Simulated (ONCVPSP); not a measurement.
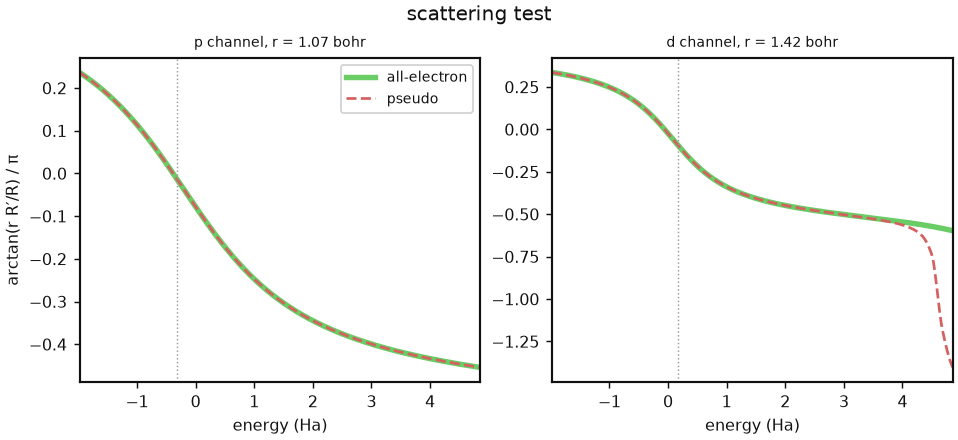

Unwrapped phase arctan(r R′/R) in units of π against energy, all-electron (solid) and pseudo (dashed); the pseudo phase is matched to the all-electron one at the reference energy. Here R(r) is the radial function. The dotted line marks the reference energy of the channel.

Chlorine (Cl), optimised norm-conserving Vanderbilt (ONCV), made with ONCVPSP 4.0.1 (PBE, scalar-relativistic). Core [Ne], reference 3s1.75 3p5.25. Waves: 3s: rc 1.35 bohr, ncon 4, nbas 8, qcut 6.1 1/bohr, 2 projectors, debl 3.9 Ha; 3p: rc 1.05 bohr, ncon 5, nbas 8, qcut 7.4 1/bohr, 3 projectors, debl 2.8 Ha; d scattering state at 0.17 Ha: rc 1.40 bohr, ncon 4, nbas 8, qcut 7.2 1/bohr, 2 projectors, debl 1.6 Ha. Local part: polynomial inside 0.90 bohr (lpopt 5, dvloc0 0 Ha). Core correction: Teter function, fcfact 3.5, rcfact 1.25.

Over which energies does the pseudo-atom scatter like the all-electron atom (phases within 0.05 rad)?

p: over the whole range drawn; d: up to about 4.0 Ha.

List the energies at which the logarithmic derivative diverges. (There the phase passes a half-integer multiple of π.)

p: all-electron at no energy in the range, pseudo at no energy in the range; d: all-electron at 3.0 Ha, pseudo at 2.9 Ha.

The potential isn't sound: its ghost test gives GHOST(-) flagged for p at -197.3 eV; GHOST(+) flagged for s at 104.2 eV, d at 122.9 eV.
